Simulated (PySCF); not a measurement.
```xyz
14

C     0.3765   -1.6055    1.5251
Al   -0.4226   -0.3141    0.2487
C    -2.1641    0.2952   -0.4805
Cl    0.6568    1.6157    0.7153
Al    1.8251    1.3393   -1.0711
F     1.4381    2.4863   -2.1868
F     3.4037    1.0851   -0.6804
Cl    0.8735   -0.5207   -1.5883
H     0.1265   -2.6426    1.2805
H     1.4729   -1.5544    1.5638
H     0.0266   -1.4520    2.5509
H    -2.0650    1.1079   -1.2127
H    -2.7120   -0.5062   -0.9861
H    -2.8368    0.6654    0.2995
```

Geometry: GFN2-xTB.

The calculation used wB97X-D/def2-SVPD, SCF density, gas phase in PySCF 2.14.0.

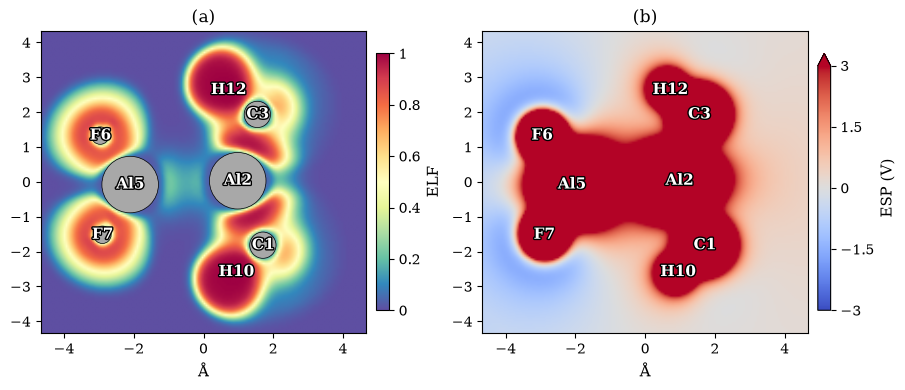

C2H6Al2Cl2F2 (SMILES [CH3][Al-]1([CH3])[Cl+][Al-]([F])([F])[Cl+]1). (a) electron localisation function; (b) electrostatic potential on the plane of atoms F6, Al5 and F7. Grey discs cover the atomic cores in the ELF map.

Q: What do the fields say about this system?

A: Atoms in the plane: C, Al, F and H. Al–F (1.65 Å): the ELF peaks at about 0.85 in the valence shell of F, 0.6 Å from its nucleus, and is about 0.25 at the midpoint. C–Al (1.98 Å): the ELF peaks at about 0.95 between the atoms: a shared but strongly polarised pair. C–H (1.10 Å): the ELF climbs to about 1 towards the hydrogen, as it does in any bond to H (a covalent bond by its length). The ELF also peaks beside F7 and F6, away from the bonds: lone-pair regions. Outside the dense part of the molecule the potential is most negative (−1.5 V) near F6.
